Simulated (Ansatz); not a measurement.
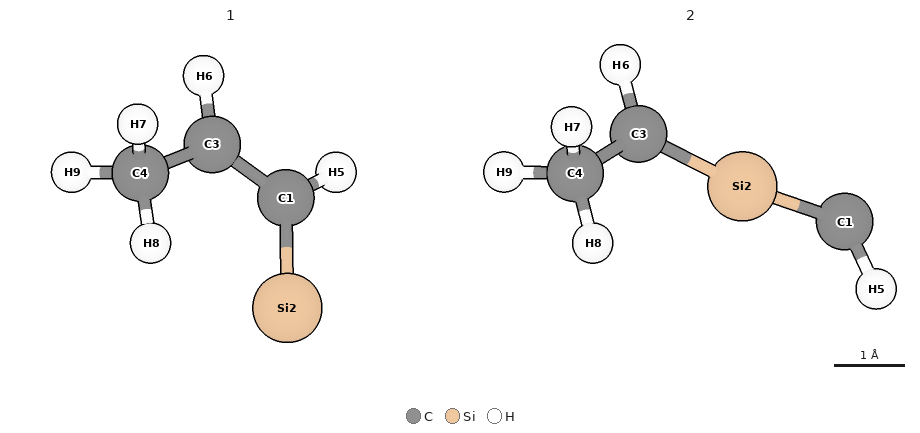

Two geometries of C3H5Si (charge +1), drawn at one scale. One is the start of a relaxation, the other its converged end. A ball-and-stick model, seen at a tilt.

The calculation used RKS PBE0-D4/def2-TZVP (Ansatz). (force threshold 0.005 eV/Å; at most 200 steps)

**Which geometry has the lower energy?**

Structure 1 is the relaxed one. The atom that moves furthest after the best rigid fit is H5 (2.04 Å). By element the largest moves are H 2.04 Å, Si 1.97 Å, C 1.68 Å. Among the contacts that change: C1–C3 3.533 → 1.360 Å, Si2–C3 1.805 → 2.633 Å, C1–Si2 1.738 → 1.788 Å, C4–H8 1.087 → 1.106 Å. New bonds form, among them: C1–C3 (3.53 → 1.36 Å). Bonds break, among them: Si2–C3 (1.80 → 2.63 Å). Bond angles that change, for instance: Si2–C1–H5 121.8° → 126.9°, H7–C4–H9 103.1° → 106.7°, H7–C4–H8 109.6° → 107.2°. After 37 accepted moves (42 points after the start) the energy has fallen by 402.0 kJ/mol. Largest force component: 1.3 eV/Å at the start, 0.0011 eV/Å at the end. The line search rejected the trial steps at points 2, 9, 31, 38, 41 of the run. The run took 2 min on 2 threads of Arm Neoverse V2, with other jobs on the host.
